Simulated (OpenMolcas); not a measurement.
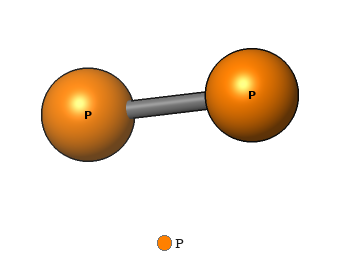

**Figure 1.** The molecule at the reference distance of 1.905 Å.

## Relativistic diatomic calculation: P₂ (part 1 of 2)

P₂. Computed at this level: SA-CASSCF(10,8)/XMS-CASPT2 + RASSI spin-orbit (X2C scalar, AMFI), ANO-RCC-VTZP (OpenMolcas).

## Key numbers

- outcome: converged; components of a degenerate state are split by 137 cm⁻¹
- lowest spin-free state: ¹Σ
- lowest spin-orbit level: Ω = 0, −683.41893 hartree
- next level: Ω = 1, 23,609 cm⁻¹
- hardware: 1 thread of Intel Xeon @ 2.50GHz (Skylake/Cascade Lake), 12 GiB of memory available, shared host
- wall time: 41 s

## Remarks

To bear in mind: the two components of ³Δ at 6.94 eV, degenerate in CASSCF as they must be, are split by 137 cm⁻¹ in XMS-CASPT2, an artefact that passes into its spin-orbit levels; 8 of the 46 spin-orbit states have no clean Ω, so their splittings aren't to be trusted.

## Input
```
&GATEWAY
Coord
2
angstrom
P 0.0 0.0 0.0
P 0.0 0.0 1.9050
Basis=ANO-RCC-VTZP
Group=XY
RX2C
AMFI
ANGMom
0.0 0.0 0.0
RICD
&SEWARD
&GUESSORB
&RASSCF
FileOrb=$CurrDir/o11.orb
Symmetry=1
Spin=1
nActEl=10 0 0
Inactive=6 4
RAS2=4 4
CIRoot=5 5 1
Linear
Iterations=120 100
OrbListing=Nothing
PRWF=0.15
>>COPY $Project.RasOrb $CurrDir/o11.orb
>>COPY $Project.rasscf.h5 $CurrDir/r11.h5
&CASPT2
XMultistate=all
Imaginary=0.2
IPEA=0.25
MaxIter=40
>>COPY $Project.JobMix JOB001
&RASSCF
FileOrb=$CurrDir/o31.orb
Symmetry=1
Spin=3
nActEl=10 0 0
Inactive=6 4
RAS2=4 4
CIRoot=6 6 1
Linear
Iterations=120 100
OrbListing=Nothing
PRWF=0.15
>>COPY $Project.RasOrb $CurrDir/o31.orb
>>COPY $Project.rasscf.h5 $CurrDir/r31.h5
&CASPT2
XMultistate=all
Imaginary=0.2
IPEA=0.25
MaxIter=40
>>COPY $Project.JobMix JOB002
&RASSCF
FileOrb=$CurrDir/o32.orb
Symmetry=2
Spin=3
nActEl=10 0 0
Inactive=6 4
RAS2=4 4
CIRoot=2 2 1
Linear
Iterations=120 100
OrbListing=Nothing
PRWF=0.15
>>COPY $Project.RasOrb $CurrDir/o32.orb
>>COPY $Project.rasscf.h5 $CurrDir/r32.h5
&CASPT2
XMultistate=all
Imaginary=0.2
IPEA=0.25
MaxIter=40
>>COPY $Project.JobMix JOB003
&RASSCF
FileOrb=$CurrDir/o12.orb
Symmetry=2
Spin=1
nActEl=10 0 0
Inactive=6 4
RAS2=4 4
CIRoot=2 2 1
Linear
Iterations=120 100
OrbListing=Nothing
PRWF=0.15
>>COPY $Project.RasOrb $CurrDir/o12.orb
>>COPY $Project.rasscf.h5 $CurrDir/r12.h5
&CASPT2
XMultistate=all
Imaginary=0.2
IPEA=0.25
MaxIter=40
>>COPY $Project.JobMix JOB004
&RASSCF
FileOrb=$CurrDir/o51.orb
Symmetry=1
Spin=5
nActEl=10 0 0
Inactive=6 4
RAS2=4 4
CIRoot=1 1 1
Linear
Iterations=120 100
OrbListing=Nothing
PRWF=0.15
>>COPY $Project.RasOrb $CurrDir/o51.orb
>>COPY $Project.rasscf.h5 $CurrDir/r51.h5
&CASPT2
XMultistate=all
Imaginary=0.2
IPEA=0.25
MaxIter=40
>>COPY $Project.JobMix JOB005
&RASSCF
FileOrb=$CurrDir/o52.orb
Symmetry=2
Spin=5
nActEl=10 0 0
Inactive=6 4
RAS2=4 4
CIRoot=2 2 1
Linear
Iterations=120 100
OrbListing=Nothing
PRWF=0.15
>>COPY $Project.RasOrb $CurrDir/o52.orb
>>COPY $Project.rasscf.h5 $CurrDir/r52.h5
&CASPT2
XMultistate=all
Imaginary=0.2
IPEA=0.25
MaxIter=40
>>COPY $Project.JobMix JOB006
&RASSI
Nr of JobIphs=6 5 6 2 2 1 2
1 2 3 4 5
1 2 3 4 5 6
1 2
1 2
1
1 2
SpinOrbit
EJob
Omega
MEES
MESO
Properties=4
'AngMom' 3 'Mltpl  1' 1 'Mltpl  1' 2 'Mltpl  1' 3
Thrs=1.0d-4
>>COPY $Project.rassi.h5 $CurrDir/so.h5
```

The first orbital files come from an earlier step.

Launched with:
```bash
pymolcas m.inp (one call a module block, same work directory)
```

## Output (extracts)
```
++    Wave function specifications:
      Number of closed shell electrons          20
      Number of electrons in active shells      10
      Number of inactive orbitals               10
      Number of active orbitals                  8
      Number of secondary orbitals              50
      Spin quantum number                      0.0
      State symmetry                             1
++    Orbital specifications:
      Symmetry species                           1   2
                                                 a   b
      Frozen orbitals                            0   0
      Inactive orbitals                          6   4
      Active orbitals                            4   4
      RAS2 orbitals                              4   4
      Secondary orbitals                        26  24
      Number of basis functions                 36  32
      printout of CI-coefficients larger than  0.15 for root  1
      energy=    -683.208390
      conf/sym  1111 2222     Coeff  Weight
           194  0222 2020   0.15131 0.02290
           207  0222 0202   0.15131 0.02290
           210  0222 0022  -0.94459 0.89224
      printout of CI-coefficients larger than  0.15 for root  2
      energy=    -683.048054
      conf/sym  1111 2222     Coeff  Weight
           204  0222 0u2d   0.69351 0.48095
           208  0222 u0d2   0.69351 0.48095
      printout of CI-coefficients larger than  0.15 for root  3
      energy=    -683.042040
      conf/sym  1111 2222     Coeff  Weight
           203  0222 u02d  -0.49089 0.24098
           204  0222 0u2d   0.48451 0.23475
           208  0222 u0d2  -0.48451 0.23475
           209  0222 0ud2  -0.49089 0.24098
      printout of CI-coefficients larger than  0.15 for root  4
      energy=    -683.042040
      conf/sym  1111 2222     Coeff  Weight
           203  0222 u02d   0.48451 0.23475
           204  0222 0u2d   0.49089 0.24098
           208  0222 u0d2  -0.49089 0.24098
           209  0222 0ud2   0.48451 0.23475
      printout of CI-coefficients larger than  0.15 for root  5
      energy=    -682.953781
      conf/sym  1111 2222     Coeff  Weight
           194  0222 2020   0.37762 0.14259
           200  0222 udud  -0.46286 0.21424
           202  0222 uudd   0.66441 0.44144
           207  0222 0202   0.37762 0.14259
      Natural orbitals and occupation numbers for root  1
      sym 1:   0.028381   1.973011   1.986058   1.993762
      sym 2:   0.097892   0.097892   1.911502   1.911502
      Natural orbitals and occupation numbers for root  2
      sym 1:   0.026378   1.973371   1.989688   1.995961
      sym 2:   0.524545   0.524545   1.482757   1.482757
      Natural orbitals and occupation numbers for root  3
      sym 1:   0.027058   1.966817   1.975169   1.987770
      sym 2:   0.529543   0.529543   1.492050   1.492050
      Natural orbitals and occupation numbers for root  4
      sym 1:   0.027058   1.966817   1.975169   1.987770
      sym 2:   0.529543   0.529543   1.492050   1.492050
      Natural orbitals and occupation numbers for root  5
      sym 1:   0.022436   1.978642   1.991030   1.992360
      sym 2:   0.986719   0.986719   1.021047   1.021047
      RASSCF energy for state  5                   -682.95378150
::    RASSCF root number  1 Total energy:   -683.20839050
::    RASSCF root number  2 Total energy:   -683.04805393
::    RASSCF root number  3 Total energy:   -683.04203967
::    RASSCF root number  4 Total energy:   -683.04203967
::    RASSCF root number  5 Total energy:   -682.95378150
      Von Neumann Entropy (Root   1) =  0.67186
++    Wave function specifications:
      Number of closed shell electrons           0
      Number of electrons in active shells      10
      Number of inactive orbitals                0
      Number of active orbitals                  8
      Number of secondary orbitals              50
      Spin quantum number                      0.0
      State symmetry                             1
      Number of CSFs                           600
      Number of CASSCF root(s) available         5
      CASPT2 state passed to geometry opt.       5
      A file JOBMIX will be created
      This is a MULTI-STATE CASSCF reference
      Number of CI roots used                    5
      These are:                                 1   2   3   4   5
      Off-diagonal elements of Heff are computed
  FINAL CASPT2 RESULT:
      Reference energy:        -683.2083904992
      E2 (Non-variational):      -0.2080239314
      Shift correction:          -0.0030242274
      E2 (Variational):          -0.2110481588
      Total energy:            -683.4194386580
      Reference weight:           0.89844
  FINAL CASPT2 RESULT:
      Reference energy:        -683.0480539259
      E2 (Non-variational):      -0.2121499231
      Shift correction:          -0.0030605022
      E2 (Variational):          -0.2152104253
      Total energy:            -683.2632643512
      Reference weight:           0.89754
  FINAL CASPT2 RESULT:
      Reference energy:        -683.0420396659
      E2 (Non-variational):      -0.2092740543
      Shift correction:          -0.0031874494
      E2 (Variational):          -0.2124615037
      Total energy:            -683.2545011697
      Reference weight:           0.89820
  FINAL CASPT2 RESULT:
      Reference energy:        -683.0420396659
      E2 (Non-variational):      -0.2093559326
      Shift correction:          -0.0031968487
      E2 (Variational):          -0.2125527813
      Total energy:            -683.2545924473
      Reference weight:           0.89808
  FINAL CASPT2 RESULT:
      Reference energy:        -682.9537814952
      E2 (Non-variational):      -0.2071595971
      Shift correction:          -0.0033727666
      E2 (Variational):          -0.2105323637
      Total energy:            -683.1643138589
      Reference weight:           0.89766
       Total XMS-CASPT2 energies:
::    XMS-CASPT2 Root  1     Total energy:   -683.41892141
::    XMS-CASPT2 Root  2     Total energy:   -683.26326435
::    XMS-CASPT2 Root  3     Total energy:   -683.25462588
::    XMS-CASPT2 Root  4     Total energy:   -683.25446774
::    XMS-CASPT2 Root  5     Total energy:   -683.16483111
++    Wave function specifications:
      Number of closed shell electrons          20
      Number of electrons in active shells      10
      Number of inactive orbitals               10
      Number of active orbitals                  8
      Number of secondary orbitals              50
      Spin quantum number                      1.0
      State symmetry                             1
      printout of CI-coefficients larger than  0.15 for root  1
      energy=    -683.112112
      conf/sym  1111 2222     Coeff  Weight
           151  0222 u02u   0.68165 0.46464
           156  0222 0uu2  -0.68165 0.46464
      printout of CI-coefficients larger than  0.15 for root  2
      energy=    -683.077231
      conf/sym  1111 2222     Coeff  Weight
           151  0222 u02u   0.62199 0.38687
           152  0222 0u2u  -0.29630 0.08779
           155  0222 u0u2   0.29630 0.08779
           156  0222 0uu2   0.62199 0.38687
      printout of CI-coefficients larger than  0.15 for root  3
      energy=    -683.077231
      conf/sym  1111 2222     Coeff  Weight
           151  0222 u02u   0.29630 0.08779
           152  0222 0u2u   0.62199 0.38687
           155  0222 u0u2  -0.62199 0.38687
           156  0222 0uu2   0.29630 0.08779
      printout of CI-coefficients larger than  0.15 for root  4
      energy=    -683.060437
      conf/sym  1111 2222     Coeff  Weight
           152  0222 0u2u  -0.68410 0.46800
           155  0222 u0u2  -0.68410 0.46800
      printout of CI-coefficients larger than  0.15 for root  5
      energy=    -682.955920
      conf/sym  1111 2222     Coeff  Weight
           144  0222 uu20   0.44901 0.20161
           147  0222 20uu   0.45712 0.20896
           148  0222 uduu   0.30878 0.09535
           149  0222 02uu  -0.45712 0.20896
           150  0222 uudu  -0.15142 0.02293
           153  0222 uuud  -0.21414 0.04586
           154  0222 uu02  -0.44901 0.20161
      printout of CI-coefficients larger than  0.15 for root  6
      energy=    -682.955920
      conf/sym  1111 2222     Coeff  Weight
           144  0222 uu20   0.18545 0.03439
           147  0222 20uu   0.21834 0.04767
           148  0222 uduu  -0.64646 0.41792
           149  0222 02uu  -0.21834 0.04767
           150  0222 uudu   0.36662 0.13441
           153  0222 uuud   0.51848 0.26882
           154  0222 uu02  -0.18545 0.03439
      Natural orbitals and occupation numbers for root  1
      sym 1:   0.029277   1.977061   1.989678   1.994367
      sym 2:   0.551254   0.551254   1.453555   1.453555
      Natural orbitals and occupation numbers for root  2
      sym 1:   0.026868   1.976962   1.989026   1.996637
      sym 2:   0.536392   0.536392   1.468862   1.468862
      Natural orbitals and occupation numbers for root  3
      sym 1:   0.026868   1.976962   1.989026   1.996637
      sym 2:   0.536392   0.536392   1.468862   1.468862
      Natural orbitals and occupation numbers for root  4
      sym 1:   0.027816   1.966110   1.969603   1.986895
      sym 2:   0.542056   0.542056   1.482732   1.482732
      Natural orbitals and occupation numbers for root  5
      sym 1:   0.019835   1.985750   1.994715   1.997107
      sym 2:   0.999220   0.999220   1.002077   1.002077
      Natural orbitals and occupation numbers for root  6
      sym 1:   0.019835   1.985750   1.994715   1.997107
      sym 2:   0.999220   0.999220   1.002077   1.002077
      RASSCF energy for state  6                   -682.95592041
::    RASSCF root number  1 Total energy:   -683.11211211
::    RASSCF root number  2 Total energy:   -683.07723104
::    RASSCF root number  3 Total energy:   -683.07723104
::    RASSCF root number  4 Total energy:   -683.06043726
::    RASSCF root number  5 Total energy:   -682.95592041
::    RASSCF root number  6 Total energy:   -682.95592041
      Von Neumann Entropy (Root   1) =  1.81128
++    Wave function specifications:
      Number of closed shell electrons           0
      Number of electrons in active shells      10
      Number of inactive orbitals                0
      Number of active orbitals                  8
      Number of secondary orbitals              50
      Spin quantum number                      1.0
      State symmetry                             1
      Number of CSFs                           744
      Number of CASSCF root(s) available         6
      CASPT2 state passed to geometry opt.       6
      A file JOBMIX will be created
      This is a MULTI-STATE CASSCF reference
      Number of CI roots used                    6
      These are:                                 1   2   3   4   5   6
      Off-diagonal elements of Heff are computed
  FINAL CASPT2 RESULT:
      Reference energy:        -683.1121121079
      E2 (Non-variational):      -0.1966872975
      Shift correction:          -0.0025363616
      E2 (Variational):          -0.1992236591
      Total energy:            -683.3113357670
      Reference weight:           0.90752
  FINAL CASPT2 RESULT:
      Reference energy:        -683.0772310430
      E2 (Non-variational):      -0.2051607055
      Shift correction:          -0.0027733446
      E2 (Variational):          -0.2079340501
      Total energy:            -683.2851650931
      Reference weight:           0.90257
  FINAL CASPT2 RESULT:
      Reference energy:        -683.0772310430
      E2 (Non-variational):      -0.2053920915
      Shift correction:          -0.0027976373
      E2 (Variational):          -0.2081897288
      Total energy:            -683.2854207717
      Reference weight:           0.90218
  FINAL CASPT2 RESULT:
      Reference energy:        -683.0604372556
      E2 (Non-variational):      -0.2016266190
      Shift correction:          -0.0028575692
      E2 (Variational):          -0.2044841882
      Total energy:            -683.2649214438
      Reference weight:           0.90371
  FINAL CASPT2 RESULT:
      Reference energy:        -682.9559204059
      E2 (Non-variational):      -0.2055921946
      Shift correction:          -0.0028485381
      E2 (Variational):          -0.2084407327
      Total energy:            -683.1643611386
      Reference weight:           0.90126
  FINAL CASPT2 RESULT:
      Reference energy:        -682.9559204059
      E2 (Non-variational):      -0.2055853767
      Shift correction:          -0.0028474337
      E2 (Variational):          -0.2084328105
      Total energy:            -683.1643532164
      Reference weight:           0.90127
       Total XMS-CASPT2 energies:
::    XMS-CASPT2 Root  1     Total energy:   -683.31133577
::    XMS-CASPT2 Root  2     Total energy:   -683.28542079
::    XMS-CASPT2 Root  3     Total energy:   -683.28516508
::    XMS-CASPT2 Root  4     Total energy:   -683.26492144
::    XMS-CASPT2 Root  5     Total energy:   -683.16466825
::    XMS-CASPT2 Root  6     Total energy:   -683.16404610
++    Wave function specifications:
      Number of closed shell electrons          20
      Number of electrons in active shells      10
      Number of inactive orbitals               10
      Number of active orbitals                  8
      Number of secondary orbitals              50
      Spin quantum number                      1.0
      State symmetry                             2
      printout of CI-coefficients larger than  0.15 for root  1
      energy=    -683.071642
      conf/sym  1111 2222     Coeff  Weight
           554  0u22 2u20  -0.15109 0.02283
           576  0u22 0u22  -0.95291 0.90804
      printout of CI-coefficients larger than  0.15 for root  2
      energy=    -683.071642
      conf/sym  1111 2222     Coeff  Weight
           569  0u22 u202  -0.15109 0.02283
           575  0u22 u022   0.95291 0.90804
      Natural orbitals and occupation numbers for root  1
      sym 1:   0.026661   1.019459   1.952238   1.993725
      sym 2:   0.102060   1.027842   1.970879   1.907137
      Natural orbitals and occupation numbers for root  2
      sym 1:   0.026661   1.019459   1.952237   1.993725
      sym 2:   1.027842   0.102060   1.907137   1.970879
      RASSCF energy for state  2                   -683.07164205
::    RASSCF root number  1 Total energy:   -683.07164205
::    RASSCF root number  2 Total energy:   -683.07164205
      Von Neumann Entropy (Root   1) =  1.41602
++    Wave function specifications:
      Number of closed shell electrons           0
      Number of electrons in active shells      10
      Number of inactive orbitals                0
      Number of active orbitals                  8
      Number of secondary orbitals              50
      Spin quantum number                      1.0
      State symmetry                             2
      Number of CSFs                           768
      Number of CASSCF root(s) available         2
      CASPT2 state passed to geometry opt.       2
      A file JOBMIX will be created
      This is a MULTI-STATE CASSCF reference
      Number of CI roots used                    2
      These are:                                 1   2
      Off-diagonal elements of Heff are computed
  FINAL CASPT2 RESULT:
      Reference energy:        -683.0716420484
      E2 (Non-variational):      -0.2069079827
      Shift correction:          -0.0031751434
      E2 (Variational):          -0.2100831261
      Total energy:            -683.2817251745
      Reference weight:           0.89754
  FINAL CASPT2 RESULT:
      Reference energy:        -683.0716420474
      E2 (Non-variational):      -0.2069079585
      Shift correction:          -0.0031751430
      E2 (Variational):          -0.2100831015
      Total energy:            -683.2817251489
      Reference weight:           0.89754
       Total XMS-CASPT2 energies:
::    XMS-CASPT2 Root  1     Total energy:   -683.28172517
::    XMS-CASPT2 Root  2     Total energy:   -683.28172515
++    Wave function specificatSPIN-FREE ENERGIES:
  (Shifted by EMIN (a.u.) =       -683.4189214119)
 SF State       Relative EMIN(au)   Rel lowest level(eV)    D:o, cm**(-1)      Abs_M
     1             0.0000000000        0.0000000000              0.0000         0.0
     6             0.1075856447        2.9275545317          23612.3197         0.0
     7             0.1335006258        3.6327370928          29300.0006         2.0
     8             0.1337563331        3.6396952424          29356.1219         2.0
    12             0.1371962373        3.7332998060          30111.0936         1.0
    13             0.1371962630        3.7333005031          30111.0992         1.0
     9             0.1539999682        4.1905526172          33799.0863         0.0
     2             0.1556570607        4.2356443999          34162.7760         0.0
     3             0.1642955330        4.4707092079          36058.7015         2.0
     4             0.1644536738        4.4750124365          36093.4094         2.0
    14             0.1679754318        4.5708443535          36866.3460         1.0
    15             0.1679754355        4.5708444561          36866.3468         1.0
    16             0.2150516398        5.8518532330          47198.3794         0.0
    17             0.2230118202        6.0684607778          48945.4370         1.0
    18             0.2230118202        6.0684607778          48945.4370         1.0
     5             0.2540903069        6.9141494815          55766.3764         0.0
    10             0.2542531581        6.9185808904          55802.1182         2.0
    11             0.2548753106        6.9355105220          55938.6648         2.0
```

(Continued in part 2.)
